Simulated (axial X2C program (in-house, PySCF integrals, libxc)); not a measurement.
**Linear BrBBr⁻ at several levels**

Aim: the two bond lengths and stretching wavenumbers of linear BrBBr⁻, with and without spin–orbit coupling, at PBE0, TPSSh.

Method: all-electron X2C, two-component (2c) or spin-free, Br dyall-av3z, B dyall-v3z; program: an in-house X2C program for linear molecules on PySCF integrals.

All values are calculated.

2 further runs of the same task are left out: 2 set aside as unsound or not needed.

## Step 1: Set-up

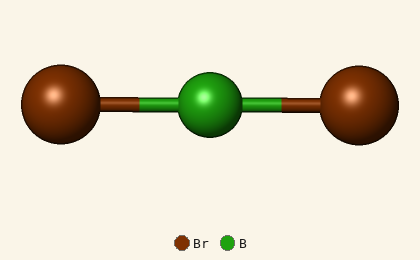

The atoms on one line, bonds 1.990 and 1.990 Å (bromine brown, boron green).

File task.json:

```json
{"zs": [35, 5, 35], "q": -1, "bas": ["dyall-av3z", "dyall-v3z", "dyall-av3z"], "r0": [1.99, 1.99], "symm": 1, "scan": ["PBE0", "HF", "TPSSh"], "levels": ["PBE0", "HF", "B3LYP"], "nst": 2}
```

Keys: zs atomic numbers; q charge; bas basis sets; r0 starting distance in Å; symm equal bonds; scan levels of the two-bond scan; levels methods; nst determinants followed.

Command:

```
> python solin.py task.json out
```

Masses Br 78.918, B 11.009, Br 78.918 u.

## Step 2: Scan at PBE0, 2c

State: Ω = 2 (beyond evenly filled blocks: ω = 1/2, ω = 3/2). Energies above the lowest point, from the job's result record:

| r(Br–B) (Å) | r(B–Br) (Å) | E (meV) |
| --- | --- | --- |
| 2.0894 | 2.0894 | 19.86 |
| 2.0894 | 2.1430 | 6.09 |
| 2.0894 | 2.1966 | 5.04 |
| 2.1430 | 2.0894 | 6.09 |
| 2.1430 | 2.1430 | 0.00 |
| 2.1430 | 2.1966 | 6.64 |
| 2.1430 | 2.2502 | 23.43 |
| 2.1966 | 2.0894 | 5.04 |
| 2.1966 | 2.1430 | 6.64 |
| 2.1966 | 2.1966 | 20.90 |
| 2.2502 | 2.1430 | 23.43 |
| 2.2502 | 2.2502 | 76.38 |

A quadratic surface with cubic terms in each bond gives the minimum at 2.141 and 2.141 Å, force constants 0.708, 0.708 and coupling 0.42 mdyn/Å.

## Step 3: Scan at TPSSh, 2c

State: Ω = 2 (beyond evenly filled blocks: ω = 1/2, ω = 3/2). Energies above the lowest point, from the job's result record:

```csv
r(Br–B) (Å),r(B–Br) (Å),E (meV)
2.0894,2.0894,37.64
2.0894,2.1430,15.59
2.0894,2.1966,6.90
2.1430,2.0894,15.59
2.1430,2.1430,1.13
2.1430,2.1966,0.00
2.1430,2.2502,9.57
2.1966,2.0894,6.90
2.1966,2.1430,0.00
2.1966,2.1966,6.31
2.2502,2.1430,9.57
2.2502,2.2502,46.78
```

A quadratic surface with cubic terms in each bond gives the minimum at 2.163 and 2.163 Å, force constants 0.682, 0.682 and coupling 0.41 mdyn/Å.

## Step 4: Scan at PBE0, spin-free

State: M_S = 1, Λ = 1 (beyond evenly filled blocks: σα, π+α). Energies above the lowest point, from the job's result record:

| r(Br–B) (Å) | r(B–Br) (Å) | E (meV) |
| --- | --- | --- |
| 2.0894 | 2.0894 | 17.26 |
| 2.0894 | 2.1430 | 4.76 |
| 2.0894 | 2.1966 | 5.00 |
| 2.1430 | 2.0894 | 4.76 |
| 2.1430 | 2.1430 | 0.00 |
| 2.1430 | 2.1966 | 7.98 |
| 2.1430 | 2.2502 | 26.11 |
| 2.1966 | 2.0894 | 5.00 |
| 2.1966 | 2.1430 | 7.98 |
| 2.1966 | 2.1966 | 23.63 |
| 2.2502 | 2.1430 | 26.11 |
| 2.2502 | 2.2502 | 81.94 |

A quadratic surface with cubic terms in each bond gives the minimum at 2.138 and 2.138 Å, force constants 0.718, 0.718 and coupling 0.42 mdyn/Å.

## Step 5: The levels side by side

| level | r(Br–B) (Å) | r(B–Br) (Å) | lower stretch (cm⁻¹) | upper stretch (cm⁻¹) |
| --- | --- | --- | --- | --- |
| PBE0, 2c | 2.141 | 2.141 | 155.7 | 308.5 |
| TPSSh, 2c | 2.163 | 2.163 | 153.3 | 299.6 |
| PBE0, spin-free | 2.138 | 2.138 | 156.6 | 312.1 |
| TPSSh, spin-free | 2.159 | 2.159 | 154.2 | 303.5 |

Scans not shown above were run alike.

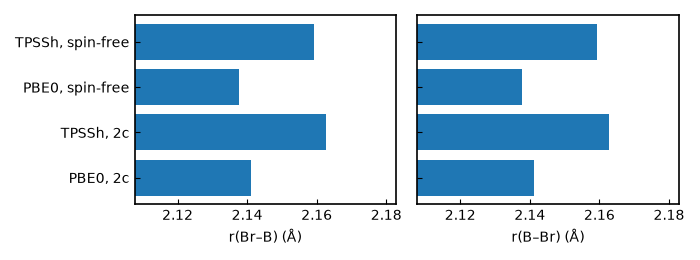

The two bond lengths by level.

**Reading.** Over the levels the Br–B bond spans 2.138 to 2.163 Å and the B–Br bond 2.138 to 2.163 Å. At PBE0 going from spin-free to two-component moves the bonds by +0.004 and +0.004 Å. Each state is one determinant, the lowest of a limited PBE0 search; the stretches come from a fit to few points and are good to some per cent at best. The stretches are sorted by size, and where the two bonds are alike the symmetric and antisymmetric modes can swap order between levels. For an anion the highest level of a functional can be positive, and the basis then holds the extra electron. The molecule was held linear; bending was not examined, so a bent shape may lie lower. Open-shell Ω = 0 determinants with evenly filled partner blocks cannot be reached by this program, so the Ω shown need not be the lowest component. Note: functional without a current term on a determinant with orbital currents, of the molecule or an atom. Note: several unpaired electrons, one determinant need not be a pure state.
